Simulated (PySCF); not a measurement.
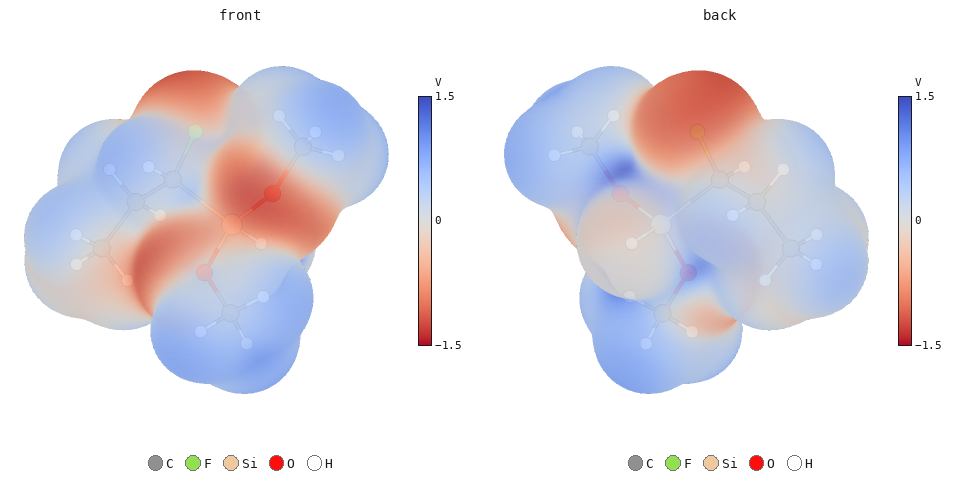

C5H13FO2Si (SMILES CC[C@H](F)[SiH](OC)OC). The molecular electrostatic potential painted on the density surface at 0.002 e/bohr³, seen from the front and from behind; red is negative and blue positive.

Geometry: GFN2-xTB.

Level of theory: PBE0/pcSseg-1, SCF density, gas phase, non-relativistic (PySCF 2.14.0).

```json
{"atom": "C", "x (Å)": "2.5888", "y (Å)": "0.8054", "z (Å)": "0.6843"}
{"atom": "C", "x (Å)": "2.2677", "y (Å)": "-0.5674", "z (Å)": "0.1138"}
{"atom": "C", "x (Å)": "0.8366", "y (Å)": "-0.9812", "z (Å)": "0.4319"}
{"atom": "F", "x (Å)": "0.6963", "y (Å)": "-2.3326", "z (Å)": "0.0827"}
{"atom": "Si", "x (Å)": "-0.5543", "y (Å)": "-0.0355", "z (Å)": "-0.4878"}
{"atom": "O", "x (Å)": "-2.0151", "y (Å)": "-0.6835", "z (Å)": "-0.2147"}
{"atom": "C", "x (Å)": "-2.4941", "y (Å)": "-1.9730", "z (Å)": "-0.4900"}
{"atom": "O", "x (Å)": "-0.5664", "y (Å)": "1.4325", "z (Å)": "0.1828"}
{"atom": "C", "x (Å)": "-1.4883", "y (Å)": "2.4660", "z (Å)": "-0.0292"}
{"atom": "H", "x (Å)": "2.4999", "y (Å)": "0.7965", "z (Å)": "1.7681"}
{"atom": "H", "x (Å)": "1.8985", "y (Å)": "1.5461", "z (Å)": "0.2928"}
{"atom": "H", "x (Å)": "3.6040", "y (Å)": "1.0946", "z (Å)": "0.4240"}
{"atom": "H", "x (Å)": "2.4057", "y (Å)": "-0.5652", "z (Å)": "-0.9689"}
{"atom": "H", "x (Å)": "2.9484", "y (Å)": "-1.3129", "z (Å)": "0.5347"}
{"atom": "H", "x (Å)": "0.6878", "y (Å)": "-0.9648", "z (Å)": "1.5186"}
{"atom": "H", "x (Å)": "-0.2683", "y (Å)": "-0.0110", "z (Å)": "-1.9265"}
{"atom": "H", "x (Å)": "-2.7331", "y (Å)": "-2.0663", "z (Å)": "-1.5511"}
{"atom": "H", "x (Å)": "-1.7557", "y (Å)": "-2.7302", "z (Å)": "-0.2270"}
{"atom": "H", "x (Å)": "-3.3988", "y (Å)": "-2.1239", "z (Å)": "0.0995"}
{"atom": "H", "x (Å)": "-1.3626", "y (Å)": "3.1941", "z (Å)": "0.7725"}
{"atom": "H", "x (Å)": "-2.5092", "y (Å)": "2.0841", "z (Å)": "-0.0205"}
{"atom": "H", "x (Å)": "-1.2981", "y (Å)": "2.9475", "z (Å)": "-0.9908"}
```

**Describe the electrostatic potential map.**

The most negative region (about −1.2 V) lies over F4 and O6, the most positive (about +1.1 V) over Si5.

**What dipole moment does the calculation give?**

Its dipole moment is 1.40 D.
